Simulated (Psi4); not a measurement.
# [NH4]+ (ammonium) at MP2/heavy-aug-cc-pVDZ (density fitting for correlation)

What is the electrostatic solvation energy at fixed shape (IEF-PCM, water) of [NH4]+ (ammonium) at MP2/heavy-aug-cc-pVDZ (density fitting for correlation)? 

The results are computed with Psi4 1.11.

3 further runs of the same task are left out: 3 set aside as unsound or not needed.

### 1 The structure to begin with

The species is [NH4]+ (5 atoms), meant as a singlet with charge +1. SMILES: `[NH4+]`. The shape is that of a GFN2-xTB optimisation.

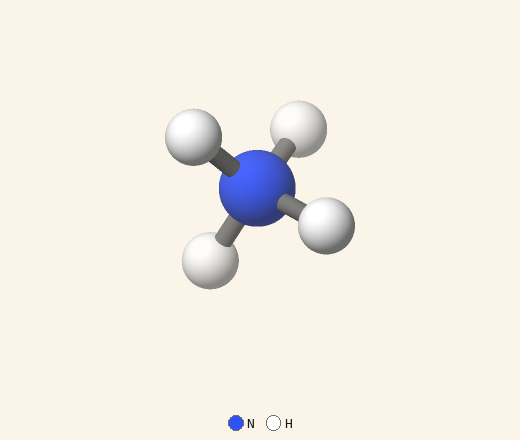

Viewed from a chosen angle; nitrogen blue, hydrogen white.

### 2 The energy at MP2/heavy-aug-cc-pVDZ (density fitting for correlation)

File job.py:

```python
import psi4

psi4.set_memory('1600 MB')
psi4.set_num_threads(1)
psi4.set_output_file('h4n.out', False)

molecule = psi4.geometry("""
1 1
N      0.000080     0.000050    -0.000010
H      0.455870    -0.450720     0.805650
H     -0.977900     0.217540     0.236550
H      0.024080    -0.637350    -0.808220
H      0.497880     0.870480    -0.233970
symmetry c1
""")

options = {'basis': 'heavy-aug-cc-pVDZ', 'scf_type': 'pk', 'freeze_core': True, 'mp2_type': 'df'}
psi4.set_options(options)

e_tot = psi4.energy("mp2")
print(f'total energy {e_tot:.8f} hartree = {e_tot * 27.211386:.5f} eV')
for k, v in sorted(psi4.core.scalar_variables().items()):
    print(f'{k:45s} {v:18.10f}')
```

Launch:

```
$ python job.py
```

h4n.out:

```text
[...]
  Running in c1 symmetry.
[...]
  Nuclear repulsion =   16.280031679007529
[...]
  Multiplicity = 1
[...]
  Nalpha       = 5
  Nbeta        = 5
[...]
    Number of basis functions: 43
[...]
   @RHF iter   1:   -56.50312608144372   -1.82711e-04   6.04605e-03 DIIS/ADIIS
[...]
   @RHF iter   8:   -56.54655368881560   -8.88178e-13   2.05571e-09 DIIS
[...]
    Orbital Energies [Eh]
    ---------------------
    Doubly Occupied:
       1A    -15.949842     2A     -1.543474     3A     -0.995397
       4A     -0.995259     5A     -0.995222
[...]
  @RHF Final Energy:   -56.54655368881560
   => Energetics <=
    Nuclear Repulsion Energy =             16.2800316790075286
    One-Electron Energy =                -104.6947835254913031
    Two-Electron Energy =                  31.8681981576681679
    Total Energy =                        -56.5465536888155995
[...]
 Multipole Moments:
 ------------------------------------------------------------------------------------
     Multipole            Electronic (a.u.)      Nuclear  (a.u.)        Total (a.u.)
 ------------------------------------------------------------------------------------
 L = 1.  Multiply by 2.5417464519 to convert [e a0] to [Debye]
 Dipole X            :          0.0001602           -0.0002839           -0.0001237
 Dipole Y            :          0.0000826           -0.0001820           -0.0000994
 Dipole Z            :         -0.0000295            0.0000364            0.0000069
 Magnitude           :                                                    0.0001589
[...]
```

Standard output:

```text
total energy -56.73784339 hartree = -1543.91536 eV
CURRENT CORRELATION ENERGY                         -0.1912897059
CURRENT ENERGY                                    -56.7378433947
CURRENT REFERENCE ENERGY                          -56.5465536888
CUSTOM SCS-MP2 CORRELATION ENERGY                  -0.1934630060
CUSTOM SCS-MP2 TOTAL ENERGY                       -56.7400166948
DD SOLVATION ENERGY                                 0.0000000000
HF KINETIC ENERGY                                  56.3570309273
HF POTENTIAL ENERGY                              -112.9035846161
HF TOTAL ENERGY                                   -56.5465536888
HF VIRIAL RATIO                                     2.0033628947
MP2 CORRELATION ENERGY                             -0.1912897059
MP2 DOUBLES ENERGY                                 -0.1912897059
MP2 OPPOSITE-SPIN CORRELATION ENERGY               -0.1496535815
MP2 SAME-SPIN CORRELATION ENERGY                   -0.0416361244
MP2 SINGLES ENERGY                                 -0.0000000000
MP2 TOTAL ENERGY                                  -56.7378433947
NUCLEAR REPULSION ENERGY                           16.2800316790
ONE-ELECTRON ENERGY                              -104.6947835255
PCM POLARIZATION ENERGY                             0.0000000000
PE ENERGY                                           0.0000000000
SCF ITERATION ENERGY                              -56.5465536888
SCF ITERATIONS                                      8.0000000000
SCF TOTAL ENERGY                                  -56.5465536888
SCS-MP2 CORRELATION ENERGY                         -0.1934630060
SCS-MP2 TOTAL ENERGY                              -56.7400166948
TWO-ELECTRON ENERGY                                31.8681981577
```

Wall time 1.9 s (1 thread of AMD EPYC 7B13 (Zen 3), shared host); peak memory 0.21 GiB.

### 3 The energy at MP2/heavy-aug-cc-pVDZ (density fitting for correlation, IEF-PCM water)

File h4n.inp:

```
memory 1.6 GB

molecule geom {
  1 1
  N
  H 1 r2
  H 1 r3 2 a3
  H 1 r4 3 a4 2 d4
  H 1 r5 3 a5 2 d5

  r2 = 1.029576
  r3 = 1.029421
  a3 = 109.46638
  r4 = 1.029591
  a4 = 109.47097
  d4 = 119.96426
  r5 = 1.029656
  a5 = 109.44587
  d5 = -120.02324
  symmetry c1
}

set globals {
  basis       heavy-aug-cc-pVDZ
  scf_type    pk
  freeze_core true
  mp2_type    df
  pcm         true
}

pcm = {
  Units = Angstrom
  Medium {
    SolverType = IEFPCM
    Solvent = Water
  }
  Cavity {
    Type = GePol
    RadiiSet = UFF
    Scaling = False
    Area = 0.3
    Mode = Implicit
  }
}

energy_value = energy('mp2')
```

Launch:

```
$ psi4 -n 1 h4n.inp h4n.out
```

h4n.out:

```text
[...]
  Running in c1 symmetry.
[...]
  Nuclear repulsion =   16.280029369157674
[...]
  Multiplicity = 1
[...]
  Nalpha       = 5
  Nbeta        = 5
[...]
    Number of basis functions: 43
[...]
   @RHF iter   1:   -56.62838467674645   -1.24956e-01   6.01020e-03 ADIIS/DIIS
[...]
   @RHF iter   8:   -56.67115403926571   -9.59233e-13   2.21996e-09 DIIS
[...]
    Orbital Energies [Eh]
    ---------------------
    Doubly Occupied:
       1A    -15.701062     2A     -1.293256     3A     -0.745454
       4A     -0.745314     5A     -0.745275
[...]
  @RHF Final Energy:   -56.67115403926571
   => Energetics <=
    Nuclear Repulsion Energy =             16.2800293691576741
    One-Electron Energy =                -104.6727785572651612
    Two-Electron Energy =                  31.8462580467790630
    PCM Polarization Energy =              -0.1246628979372824
    Total Energy =                        -56.6711540392657085
[...]
 Multipole Moments:
 ------------------------------------------------------------------------------------
     Multipole            Electronic (a.u.)      Nuclear  (a.u.)        Total (a.u.)
 ------------------------------------------------------------------------------------
 L = 1.  Multiply by 2.5417464519 to convert [e a0] to [Debye]
 Dipole X            :          0.0003044           -0.0002303            0.0000741
 Dipole Y            :         -0.0002984            0.0002480           -0.0000504
 Dipole Z            :         -0.0001570           -0.0000174           -0.0001743
 Magnitude           :                                                    0.0001960
[...]
```

Run time: 2.5 s. Hardware: 1 thread of AMD EPYC 7B13 (Zen 3), shared host; peak memory 0.22 GiB.

### 4 Outcome

Level: MP2/heavy-aug-cc-pVDZ (density fitting for correlation), 1 core orbital frozen.

```
                                                  quantity          value
                                   gas phase: total energy   -56.73784 Eh
            gas phase: HOMO energy (Hartree–Fock orbitals)      -27.08 eV
            gas phase: LUMO energy (Hartree–Fock orbitals)       -3.55 eV
          gas phase: HOMO–LUMO gap (Hartree–Fock orbitals)       23.53 eV
     gas phase: correlation energy (1 core orbital frozen)     -191.3 mEh
                              IEF-PCM, water: total energy   -56.86269 Eh
       IEF-PCM, water: HOMO energy (Hartree–Fock orbitals)      -20.28 eV
       IEF-PCM, water: LUMO energy (Hartree–Fock orbitals)        2.23 eV
     IEF-PCM, water: HOMO–LUMO gap (Hartree–Fock orbitals)       22.51 eV
IEF-PCM, water: correlation energy (1 core orbital frozen)     -191.5 mEh
                IEF-PCM, water: solvent term in the energy  -327.3 kJ/mol
          energy change from gas to solvent at fixed shape      -3.397 eV
```

The solvent model (IEF-PCM, water) lowers the energy by 3.40 eV (−328 kJ/mol) at the same shape. It holds the electrostatic part alone, without cavity or dispersion terms.
